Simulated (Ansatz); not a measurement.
The starting structures come from a database of crystals and need not be the phases stable at ambient conditions.

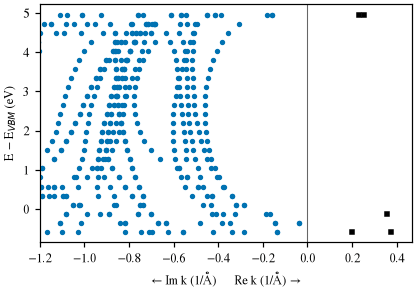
*Complex bands at the centre of the two-dimensional zone; PBEsol (Ansatz, a program for electronic structure)*

The gap is the functional's own, uncorrected, and κ follows it; spin-orbit coupling is left out. Mid-gap means the computed energy nearest the middle.

**Question.** This is LaPO$_{4}$ (P6_222, 18 atoms a cell, 16.2 Å³ an atom) along the normal of (100). Read off the slowest decay at the centre of the two-dimensional zone at 2.42 eV, the computed energy nearest the middle of the gap.

**Answer.** κ ≈ 0.46 1/Å, a decay length 1/(2κ) of the density of 1.1 Å.
